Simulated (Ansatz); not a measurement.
**How methods differ on InNH2Cl (SMILES [NH2][In][Cl])**

InNH2Cl: 5 atoms, total charge 0, spin state doublet. As SMILES, `[NH2][In][Cl]`. The shape was relaxed beforehand at PBE0/def2-SVP. This is one conformer, not always the lowest.

```xyz
5

N    -0.1268    0.8191   -0.4938
In   -0.4359   -1.2236   -0.1108
Cl    1.4222   -2.2508    0.9988
H    -0.9818    1.2886   -0.7990
H     0.1722    1.2930    0.3634
```

Each level gives the adiabatic electron affinity (to the singlet anion, shapes relaxed at PBE0/def2-SVP, no zero-point term) (eV). The values are calculated.

The electron affinity is E(neutral) − E(anion): positive where the electron is bound.

```csv
level,kind,program,value (eV),CPU time (all runs)
UHF/def2-TZVP (core potential),Hartree–Fock,Ansatz,1.48,10 s
USVWN5/def2-TZVP (core potential),LDA,Ansatz,2.45,5.3 s
UBLYP/def2-TZVP (core potential),GGA,Ansatz,2.27,10 s
U-r2SCAN/def2-TZVP (core potential),meta-GGA,Ansatz,2.28,20 s
UPBE0-D4/def2-TZVP (core potential),global hybrid,Ansatz,2.30,12 s
UCAM-B3LYP/def2-TZVP (core potential),range-separated hybrid,Ansatz,2.47,19 s
RPA@PBE/def2-TZVP (core potential),RPA,Ansatz,2.49,21 s
UMP2/def2-TZVP (core potential),perturbation theory,Ansatz,2.40,13 s
```

Spin-orbit coupling is left out. Sets without diffuse functions describe the anion poorly, and affinities from them come out too low, at high levels too. The values span 1.48 to 2.49 eV. In the correlated wave-function rows the outer d shell of In is correlated, in sets not made for it. In so small a basis fixed costs decide the times, and correlated methods can beat functionals. Times are those of the runs behind each value, whatever else they computed, on shared processors of several kinds: orders of magnitude only.

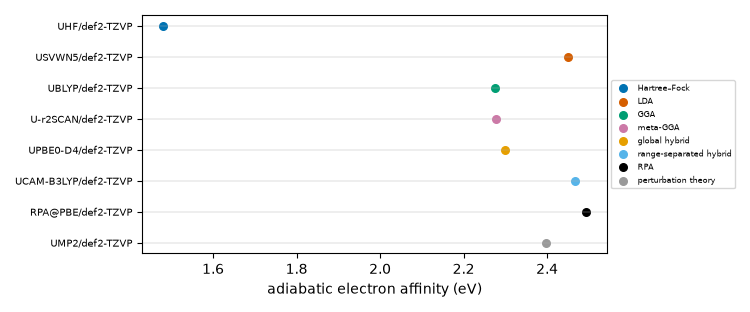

The values of the table, level by level.
